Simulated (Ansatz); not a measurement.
**Mo₂Si₅ (charge +1, doublet): density, localisation and related maps**

The calculation's input:

```
crystal:
  periodic: [false, false, false]
  atoms:
    - {symbol: Mo, position_ang: [-0.865697, 0.008667, -1.088716]}
    - {symbol: Mo, position_ang: [-1.972055, 0.880877, 0.669209]}
    - {symbol: Si, position_ang: [1.283699, 1.192924, -1.384663]}
    - {symbol: Si, position_ang: [-0.551762, -0.885580, 1.344360]}
    - {symbol: Si, position_ang: [0.089491, -2.183437, -0.461614]}
    - {symbol: Si, position_ang: [1.713659, -0.541541, 0.236621]}
    - {symbol: Si, position_ang: [0.302665, 1.528098, 0.684803]}
basis:
  gaussian: {orbitals: def2-TZVP, initial_orbitals: start.molden}
total_charge: 1
magnetization: {spin_polarized: true, initial_magnetization: 1}
hamiltonian: {xc: pbe0, dispersion: d4}
scf: {omitted_lower_state_checks: [starts]}
output: {orbitals: {seedname: orbitals}}
```

Launched as:

```sh
ansatz run in.yaml --threads 4 --pin off --events-out ev --progress --plain --max-ram 8704MiB
```

Geometry: r2SCAN-D4/def2-SVP; ⟨S²⟩ = 0.90, above the pure value of 0.75; core potentials replace the inner electrons of Mo.

Computed with UKS PBE0-D4/def2-TZVP in Ansatz 0.2.0.

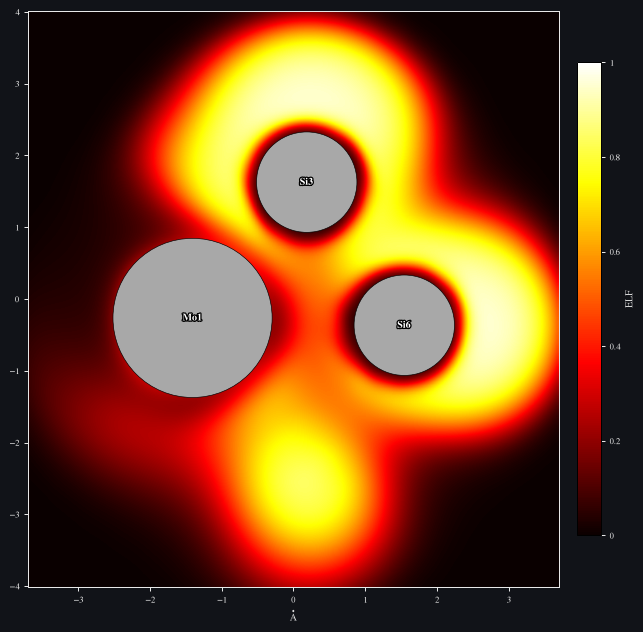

Figure 1. ELF on the plane of atoms Mo1, Si3 and Si6. Grey discs cover the atomic cores.

Describe what can be read from this map.

Atoms in the plane: Mo and Si. Si–Si (2.41 Å): the ELF peaks at about 0.75 between the atoms: a shared electron pair. Si–Mo (2.47 Å): the ELF peaks at about 0.65 in the valence shell of Si, 1.0 Å from its nucleus, and is about 0.50 at the midpoint.

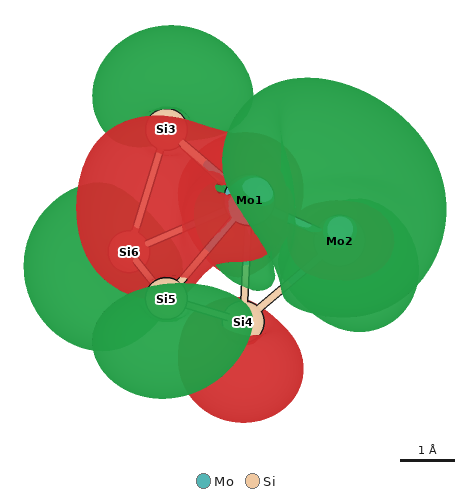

Figure 2. One frontier orbital at ±0.04 Å⁻³ᐟ² (green and red are the two phases), seen at a tilt.

Which orbital is it: HOMO (β) or LUMO (β)?

The LUMO (β), at −7.46 eV. It lies mainly on Mo1 (about 30 %), Mo2 (about 25 %), Si6 (about 15 %), Si3 (about 10 %), Si5 (about 10 %), Si4 (about 5 %) and Si7 (about 5 %).

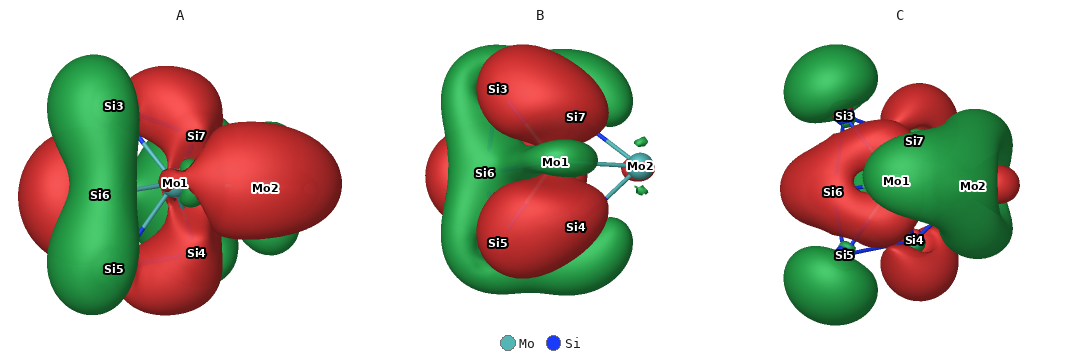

Figure 3. Three frontier orbitals at ±0.06 Å⁻³ᐟ² (green and red are the two phases), in no order.

Order the three orbitals by energy and name them. All are α orbitals.

B is the HOMO−1 (α) (−10.14 eV). It lies mainly on Mo1 (about 35 %), Si6 (about 20 %), Si5 (about 15 %), Si3 (about 15 %), Si7 (about 10 %) and Si4 (about 10 %). A is the HOMO (α) (−9.66 eV). Its weight (Hirshfeld) is mainly on Mo2 (about 35 %), Si6 (about 15 %), Si7 (about 10 %), Si4 (about 10 %), Si5 (about 10 %) and Si3 (about 10 %). C is the LUMO (α) (−7.48 eV). Its weight (Hirshfeld) is mainly on Mo1 (about 25 %), Mo2 (about 25 %), Si3 (about 15 %), Si5 (about 15 %), Si4 (about 10 %) and Si7 (about 10 %).

What is the gap between the highest occupied and lowest empty α orbitals?

2.18 eV between the orbital energies.
